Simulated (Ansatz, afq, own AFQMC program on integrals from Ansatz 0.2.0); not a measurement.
**SiGeH (quartet): AFQMC on the coupled-cluster ladder at angle Si1–Ge2–H3 = 72.1°, cc-pVDZ**

How near does AFQMC come to the top of the ladder for SiGeH (quartet)?

The runs use Ansatz 0.2.0, Gaussian basis, and an in-house AFQMC program (afq) on its integrals; all values are calculated; cc-pVDZ, frozen cores.

To be run: PBE (unrestricted); r2SCAN (unrestricted); PBE0 (unrestricted); B3LYP (unrestricted); wB97M-V (unrestricted); B2PLYP (unrestricted); CCSD(T) on UHF; CCSDT(Q) on UHF; Phaseless AFQMC, CISD trial on UHF; Phaseless AFQMC, single-determinant trial on UHF; Free-projection AFQMC, CISD trial on UHF.

3 further runs of the same task are left out: 3 that didn't finish.

### 1 The system

The geometry derives from a PBE0/def2-TZVP stationary point (not a proven minimum). One angle is set to the value named; bond lengths are kept. No spin-orbit coupling is included. The filled d shell of Ge may be among the frozen orbitals whatever the setting's name suggests; the logs give the count.

3 atoms, charge 0, spin multiplicity 4.

Atoms are counted from 1 here; the program's logs count them from 0.

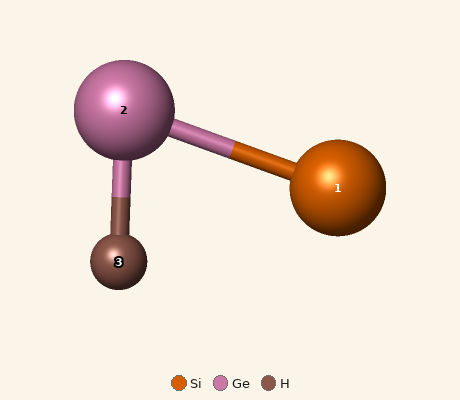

The geometry (silicon orange, germanium pink, hydrogen brown); atoms are numbered from 1 in the order of the file.

Coordinates:

```xyz
3

Si    0.0000    0.5494    1.6387
Ge    0.0000   -0.2313   -0.6245
H     0.0000    1.3608   -0.6559
```

### 2 PBE (unrestricted)

The input, in.yaml:

```yaml
crystal:
  periodic: [false, false, false]
  atoms:
    - {symbol: Si, position_ang: [0.000000, 0.549351, 1.638717]}
    - {symbol: Ge, position_ang: [0.000000, -0.231283, -0.624492]}
    - {symbol: H, position_ang: [0.000000, 1.360771, -0.655909]}
basis:
  gaussian: {orbitals: cc-pVDZ}
magnetization: {spin_polarized: true, initial_magnetization: 3}
hamiltonian: {xc: {name: PBE}}
output: {orbitals: {seedname: orbitals}}
```

Run with:

```sh
$ ansatz run in.yaml --threads 1 --pin off --events-out ev --progress --plain --max-ram 1382MiB
```

Log:

```text
Functional definition: PBE
  name "PBE"
  cite "Perdew, Burke & Ernzerhof, Phys. Rev. Lett. 77, 3865 (1996) doi:10.1103/PhysRevLett.77.3865"
  parent pbe
  parameter kappa = 0.804
  parameter beta = 0.06672455060314922
  exchange = pbe_x(kappa = kappa, mu = beta*pi^2/3)
  correlation = pbe_c(beta = beta)
556 factors; integrals over basis functions are off by at most 1.1e-3 eV
mean field evaluation 1: about -64394.3362 eV, gradient 8.4e0 eV
mean field evaluation 2: about -64394.1969 eV, gradient 8.8e0 eV
mean field evaluation 4: about -64394.9274 eV, gradient 1.9e0 eV
mean field evaluation 8: about -64394.9633 eV, gradient 9.3e-2 eV
mean field evaluation 16: about -64394.9634 eV, gradient 4.1e-5 eV
mean field evaluation 32: about -64393.8550 eV, gradient 5.9e0 eV
mean field -64394.96337171 eV, -2366.4712554364 hartree, gradient 2.1e-5 eV, S^2 3.751987; 4 other end points of the search recorded, 0 dependent functions left out
reference -64394.96340094 eV, -2366.4712565106 hartree; 25, 22 occupied and 25, 28 virtual orbitals, 556 factors
Total energy: -64394.96340094 eV, -2366.4712565106 hartree
```

Wall time 2.5 s (1 thread of Arm Neoverse V2, shared host).

From the report: ⟨S²⟩ of the determinant 3.752 (pure quartet: 3.75).

### 3 r2SCAN (unrestricted)

Changes to in.yaml since step 2:

```diff
@@ -9,3 +9,2 @@
 magnetization: {spin_polarized: true, initial_magnetization: 3}
-hamiltonian: {xc: {name: PBE}}
-output: {orbitals: {seedname: orbitals}}
+hamiltonian: {xc: {name: r2SCAN}}
```

The command is unchanged.

Log (excerpt; [...] marks lines left out):

```text
Functional definition: r2SCAN
  name "r2SCAN"
  cite "Furness, Kaplan, Ning, Perdew & Sun, J. Phys. Chem. Lett. 11, 8208 (2020) doi:10.1021/acs.jpclett.0c02405"
  cite "Furness, Kaplan, Ning, Perdew & Sun, J. Phys. Chem. Lett. 11, 9248 (2020) doi:10.1021/acs.jpclett.0c03077"
  parent r2scan
[...]
556 factors; integrals over basis functions are off by at most 1.1e-3 eV
[...]
mean field -64406.37609543 eV, -2366.8906652972 hartree, gradient 1.9e-5 eV, S^2 3.754727; 4 other end points of the search recorded, 0 dependent functions left out
reference -64406.37610526 eV, -2366.8906656585 hartree; 25, 22 occupied and 25, 28 virtual orbitals, 556 factors
Total energy: -64406.37610526 eV, -2366.8906656585 hartree
```

Run time: 6.5 s. Hardware: 1 thread of Arm Neoverse V2, shared host.

From the report: ⟨S²⟩ of the determinant 3.755 (pure quartet: 3.75).

### 4 PBE0 (unrestricted)

Changes to in.yaml since step 3:

```diff
@@ -9,2 +9,3 @@
 magnetization: {spin_polarized: true, initial_magnetization: 3}
-hamiltonian: {xc: {name: r2SCAN}}
+hamiltonian: {xc: {name: PBE0}}
+output: {orbitals: {seedname: orbitals}}
```

Same command.

Log:

```text
Functional definition: PBE0
  name "PBE0"
  cite "Adamo & Barone, J. Chem. Phys. 110, 6158 (1999) doi:10.1063/1.478522"
  cite "Perdew, Burke & Ernzerhof, Phys. Rev. Lett. 77, 3865 (1996) doi:10.1103/PhysRevLett.77.3865"
  parent pbe
  parameter a = 0.25
  parameter kappa = 0.804
  parameter beta = 0.06672455060314922
  exchange = (1 - a)*pbe_x(kappa = kappa, mu = beta*pi^2/3) + a*exact_x
  correlation = pbe_c(beta = beta)
556 factors; integrals over basis functions are off by at most 1.1e-3 eV
mean field evaluation 1: about -64396.6797 eV, gradient 6.0e0 eV
mean field evaluation 2: about -64396.8597 eV, gradient 4.2e0 eV
mean field evaluation 4: about -64397.0283 eV, gradient 6.8e-1 eV
mean field evaluation 8: about -64397.0456 eV, gradient 4.0e-2 eV
mean field evaluation 16: about -64397.0457 eV, gradient 1.3e-4 eV
mean field -64397.04569648 eV, -2366.5477794602 hartree, gradient 2.6e-5 eV, S^2 3.754246; 1 other end points of the search recorded, 0 dependent functions left out
reference -64397.04571842 eV, -2366.5477802666 hartree; 25, 22 occupied and 25, 28 virtual orbitals, 556 factors
Total energy: -64397.04571842 eV, -2366.5477802666 hartree
```

Run time: 2.2 s. Hardware: 1 thread of Arm Neoverse V2, shared host.

From the report: ⟨S²⟩ of the determinant 3.754 (pure quartet: 3.75).

### 5 B3LYP (unrestricted)

Changes to in.yaml since step 4:

```diff
@@ -9,3 +9,2 @@
 magnetization: {spin_polarized: true, initial_magnetization: 3}
-hamiltonian: {xc: {name: PBE0}}
-output: {orbitals: {seedname: orbitals}}
+hamiltonian: {xc: {name: B3LYP}}
```

The command is unchanged.

Log (excerpt; [...] marks lines left out):

```text
Functional definition: B3LYP
  name "B3LYP"
  cite "Stephens, Devlin, Chabalowski & Frisch, J. Phys. Chem. 98, 11623 (1994) doi:10.1021/j100096a001"
  cite "Becke, Phys. Rev. A 38, 3098 (1988) doi:10.1103/PhysRevA.38.3098"
  cite "Lee, Yang & Parr, Phys. Rev. B 37, 785 (1988) doi:10.1103/PhysRevB.37.785"
  cite "Vosko, Wilk & Nusair, Can. J. Phys. 58, 1200 (1980) doi:10.1139/p80-159"
[...]
556 factors; integrals over basis functions are off by at most 1.1e-3 eV
[...]
mean field -64409.22323901 eV, -2366.9952958939 hartree, gradient 2.8e-5 eV, S^2 3.752815; 4 other end points of the search recorded, 0 dependent functions left out
reference -64409.22342685 eV, -2366.9953027972 hartree; 25, 22 occupied and 25, 28 virtual orbitals, 556 factors
Total energy: -64409.22342685 eV, -2366.9953027972 hartree
```

Wall time 3.6 s (1 thread of Arm Neoverse V2, shared host).

From the report: ⟨S²⟩ of the determinant 3.753 (pure quartet: 3.75).

### 6 wB97M-V (unrestricted)

Changes to in.yaml since step 5:

```diff
@@ -9,2 +9,3 @@
 magnetization: {spin_polarized: true, initial_magnetization: 3}
-hamiltonian: {xc: {name: B3LYP}}
+hamiltonian: {xc: {name: wB97M-V}}
+output: {orbitals: {seedname: orbitals}}
```

Same command.

Log (excerpt; [...] marks lines left out):

```text
Functional definition: wB97M-V
  name "wB97M-V"
  cite "Mardirossian & Head-Gordon, J. Chem. Phys. 144, 214110 (2016) doi:10.1063/1.4952647"
  cite "Becke, J. Chem. Phys. 107, 8554 (1997) doi:10.1063/1.475007"
  cite "Vydrov & Van Voorhis, J. Chem. Phys. 133, 244103 (2010) doi:10.1063/1.3521275"
  # Of w^i u^j: cxij and so on, Table III.
[...]
  gx(w, u) = 1 - cx + cx01*u + cx10*w
  gss(w, u) = css00 + css04*u^4 + css10*w + css20*w^2 + css43*w^4*u^3
  gos(w, u) = cos00 + cos10*w + (cos20 + cos21*u)*w^2 + (cos60 + cos61*u)*w^6
[...]
      + integral(e_c_pw_mod_opposite_spin*gos(b97_w_opposite, b97_u_opposite)) + vv10(b, c)
556 factors; integrals over basis functions are off by at most 1.1e-3 eV
163 factors; integrals over basis functions are off by at most 7.5e-6 eV
[...]
mean field -64403.61657646 eV, -2366.7892548457 hartree, gradient 3.0e-5 eV, S^2 3.755360; 1 other end points of the search recorded, 0 dependent functions left out
reference -64403.61660598 eV, -2366.7892559306 hartree; 25, 22 occupied and 25, 28 virtual orbitals, 556 factors
Total energy: -64403.61660598 eV, -2366.7892559306 hartree
```

Run time: 10 s. Hardware: 1 thread of Arm Neoverse V2, shared host.

From the report: ⟨S²⟩ of the determinant 3.755 (pure quartet: 3.75).

### 7 B2PLYP (unrestricted)

Changes to in.yaml since step 6:

```diff
@@ -9,3 +9,3 @@
 magnetization: {spin_polarized: true, initial_magnetization: 3}
-hamiltonian: {xc: {name: wB97M-V}}
-output: {orbitals: {seedname: orbitals}}
+hamiltonian: {xc: {name: B2PLYP}}
+correlation: {electrons: outside_noble_gas}
```

Same command.

Log (excerpt; [...] marks lines left out):

```text
Functional definition: B2PLYP
  name "B2PLYP"
  cite "Grimme, J. Chem. Phys. 124, 034108 (2006) doi:10.1063/1.2148954"
  cite "Becke, Phys. Rev. A 38, 3098 (1988) doi:10.1103/PhysRevA.38.3098"
  cite "Lee, Yang & Parr, Phys. Rev. B 37, 785 (1988) doi:10.1103/PhysRevB.37.785"
[...]
556 factors; integrals over basis functions are off by at most 1.1e-3 eV
[...]
mean field -64391.28763164 eV, -2366.3361744803 hartree, gradient 5.6e-6 eV, S^2 3.757688; 2 other end points of the search recorded, 0 dependent functions left out
19 core orbitals not correlated: weight in the atoms' cores, before any rotation towards them, 0.999 or more for the frozen orbitals, at most 0.000 for the correlated occupied ones
reference -64391.28775096 eV, -2366.3361788652 hartree; 6, 3 occupied and 25, 28 virtual orbitals, 556 factors
second order -4.77275566 eV of doubles, -0.00000000 eV of singles
Total energy: -64392.57639499 eV, -2366.3835356598 hartree
```

Wall time 2.4 s (1 thread of Arm Neoverse V2, shared host).

From the report: ⟨S²⟩ of the determinant 3.758 (pure quartet: 3.75).

### 8 CCSD(T) on UHF

Changes to in.yaml since step 7:

```diff
@@ -9,3 +9,2 @@
 magnetization: {spin_polarized: true, initial_magnetization: 3}
-hamiltonian: {xc: {name: B2PLYP}}
-correlation: {electrons: outside_noble_gas}
+correlation: {method: ccsd_t, electrons: outside_noble_gas, hamiltonian_folder: ham}
```

Same command.

Log (excerpt; [...] marks lines left out):

```text
Functional definition: HF
  name "HF"
  cite "Fock, Z. Phys. 61, 126 (1930) doi:10.1007/BF01340294"
  parent pbe
[...]
556 factors; integrals over basis functions are off by at most 1.1e-3 eV
[...]
mean field -64347.79399946 eV, -2364.7378129789 hartree, gradient 2.8e-6 eV, S^2 3.770220; 16 other end points of the search recorded, 0 dependent functions left out
determinant -64347.79399946 eV, -2364.7378129789 hartree, with singles and doubles -64352.35363739 eV, -2364.9053765820 hartree
determinant -64347.40561980 eV, -2364.7235402896 hartree, with singles and doubles -64351.74273423 eV, -2364.8829263050 hartree
determinant -64345.58726697 eV, -2364.6567170556 hartree, with singles and doubles -64349.84135256 eV, -2364.8130518176 hartree
determinant -64345.51043603 eV, -2364.6538935707 hartree, with singles and doubles -64349.88053368 eV, -2364.8144916973 hartree
determinant -64345.27009662 eV, -2364.6450612603 hartree, with singles and doubles -64349.30460127 eV, -2364.7933265715 hartree
determinant -64345.14693576 eV, -2364.6405351822 hartree, with singles and doubles -64349.84833044 eV, -2364.8133082498 hartree
determinant -64344.89005254 eV, -2364.6310948980 hartree, with singles and doubles -64349.76177545 eV, -2364.8101274126 hartree
determinant -64344.31723543 eV, -2364.6100442575 hartree, with singles and doubles -64348.85981187 eV, -2364.7769808625 hartree
19 core orbitals not correlated: weight in the atoms' cores, before any rotation towards them, 1.000 or more for the frozen orbitals, at most 0.000 for the correlated occupied ones
reference -64347.79399946 eV, -2364.7378129789 hartree; 6, 3 occupied and 25, 28 virtual orbitals, 556 factors
second order -3.63859679 eV of doubles, -0.00000000 eV of singles
cycle   1  -4.55964266 eV  change   -4.7e-6 eV  update   1.5e-3
[...]
cycle   8  -4.56006860 eV  change    1.1e-5 eV  update   5.2e-6
perturbative correction -0.18310381 eV, -0.0067289410 hartree
Total energy: -64352.53717188 eV, -2364.9121213501 hartree
```

Run time: 7.5 s. Hardware: 1 thread of Arm Neoverse V2, shared host.

From the report: ⟨S²⟩ of the determinant 3.770 (pure quartet: 3.75); correlation -4.7432 eV; T1 0.022; largest double amplitude 0.07.

This run also writes the integrals to the folder ham.

[end of part 1 of 2]
